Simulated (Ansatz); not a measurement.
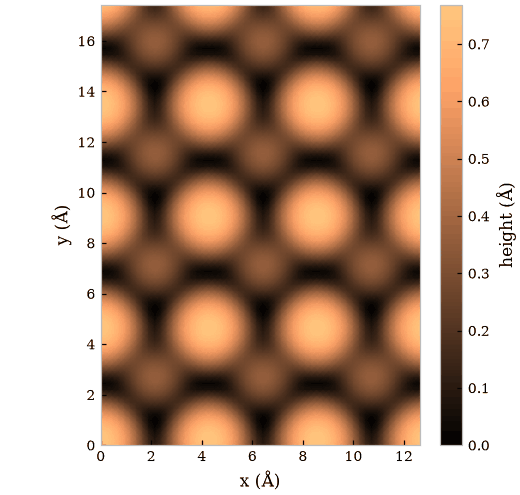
*Simulated constant-current image at -1.5 V from a Fermi level inside the gap (filled states down to 1.0 eV under the valence edge)*

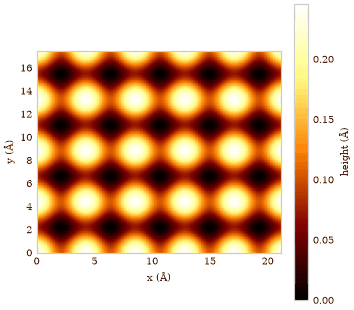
Figure. Simulated constant-current image at +1.5 V from a Fermi level inside the gap (empty states up to 1.0 eV over the conduction edge)

These are PBE, Tersoff-Hamann images (plane waves, PAW; Ansatz, a program for electronic structure) values and carry that method's errors.

Mesh 12×12×1, no spin-orbit coupling, no spin polarisation; biases count from the run's Fermi level. The set point is the mean density 3.5 Å over the top atom.

The sample is: single layer of SnSe (symmetry Pmn2_1 as a slab, 4 atoms a cell). Atoms are numbered in the order of this list of the upper atoms (x, y, depth in Å): Sn1 (0.0, 0.1, 0.0); Se4 (2.1, 2.6, 0.0).

Task: Which sites are bright, and how large is the corrugation?

Result: At -1.5 V the maximum lies over Sn1 and the sites alike, corrugation about 0.77 Å. At +1.5 V the maximum lies over Sn1 and the sites alike, corrugation about 0.25 Å.
